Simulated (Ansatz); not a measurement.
# C under a change: C → Si

Start from C in the diamond structure (space group Fd-3m, No. 227; a = 3.554 Å).

One thing is altered: Si takes the place of C on all its sites; the structure is relaxed again.

The values are results of PBEsol (Ansatz, a program for electronic structure), scalar-relativistic without spin-orbit coupling, not measurements. k-mesh 11×11×11 (Γ-centred); smearing 0.05 eV (Fermi–Dirac), for the changed cell.

```json
[
 {"quantity": "volume per atom", "base": "5.61 Å³", "changed": "20.05 Å³", "shift": "+14.44 Å³"},
 {"quantity": "lattice parameter a", "base": "3.554 Å", "changed": "5.434 Å", "shift": "+1.880 Å"},
 {"quantity": "space group", "base": "Fd-3m (No. 227)", "changed": "Fd-3m (No. 227)", "shift": "–"},
 {"quantity": "shortest interatomic distance", "base": "1.539 Å", "changed": "2.353 Å", "shift": "+0.814 Å"},
 {"quantity": "band gap", "base": "4.03 eV", "changed": "0.47 eV", "shift": "-3.569 eV"},
 {"quantity": "smallest direct gap", "base": "5.57 eV", "changed": "2.52 eV", "shift": "-3.05 eV"},
 {"quantity": "width of the top valence band", "base": "8.51 eV", "changed": "3.90 eV", "shift": "-4.61 eV"},
 {"quantity": "electron mass", "base": "1.6 mₑ along k, 0.29 mₑ across (off the special points)", "changed": "0.93 mₑ along k, 0.19 mₑ across (off the special points)", "shift": "–"},
 {"quantity": "hole mass (degenerate bands, along [100])", "base": "0.29, 0.29, 0.52 mₑ (at Γ)", "changed": "0.17, 0.26, 0.26 mₑ (at Γ)", "shift": "–"}
]
```

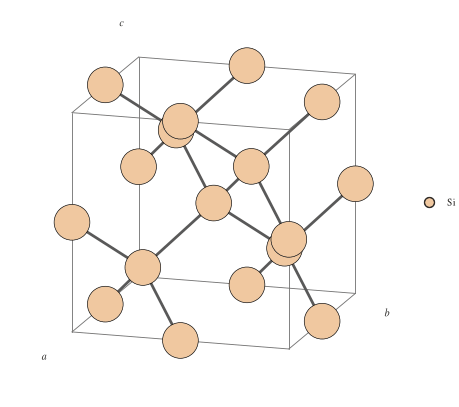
*The relaxed conventional cell after the change*

Cost of the whole job for the changed cell (relaxation, final SCF and bands): roughly 20 core-seconds.

Effective masses come from finite differences of ±0.01 Å⁻¹. Along k means along the line from Γ to the band edge. Whether these cells are dynamically stable was not tested.
